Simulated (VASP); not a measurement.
Band structure of GaAs (space group P6_3mc). Computed with modified Becke-Johnson potential (mBJ), VASP's PBE PAW potentials (set 64) (plane waves; VASP).

mBJ is a potential without an energy functional, so only the levels count.

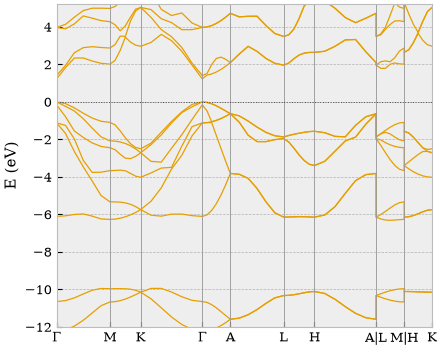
Figure. Bands along high-symmetry lines, zero at the valence-band maximum or, without a gap, the Fermi level

Q: Read the plot: is there a gap, and where are the band edges?

A: The gap is direct, 1.23 eV, from the valence maximum at Γ to the conduction minimum at Γ.

The structure comes from a computed database's GaAs entry (P6_3mc); how it stands against other phases isn't given here. It was relaxed first. The cell's shape comes from a PBE relaxation.
